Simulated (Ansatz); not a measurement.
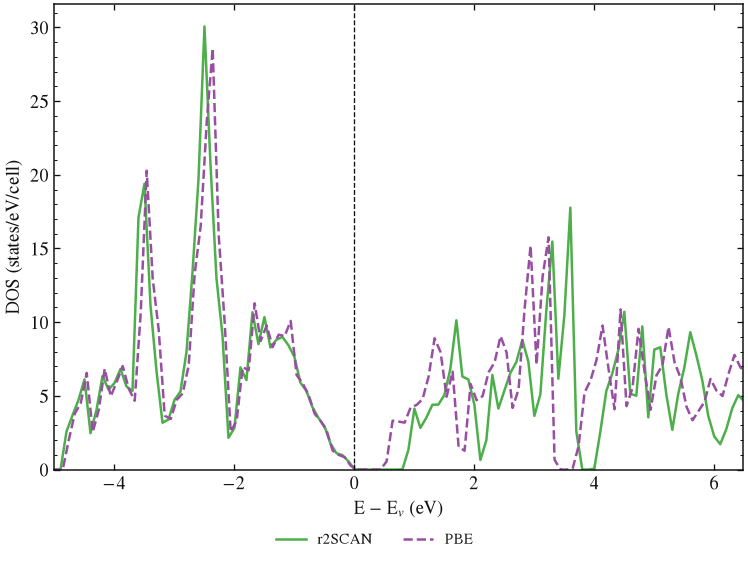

Total densities of states of Hf$_{2}$ZrSe$_{6}$, space group R-3, 9 atoms in the cell, by two methods on the same cell. Each is counted from its own valence-band top.

> How do the methods compare?

r2SCAN gives a gap of 0.82 eV and PBE gives a gap of 0.50 eV.

Settings. r2SCAN: DFT r2SCAN, scalar-relativistic, plane waves, PAW, no spin polarisation, 6×6×6 k mesh, 500 eV cutoff (Ansatz). PBE: DFT PBE, scalar-relativistic, plane waves, PAW, no spin polarisation, 6×6×6 k mesh, 420 eV cutoff, Gaussian smearing of 0.02 eV (Ansatz).

The structure is an invented one, so it need not be a known or stable phase. Spin-orbit coupling is left out, which matters for Hf.
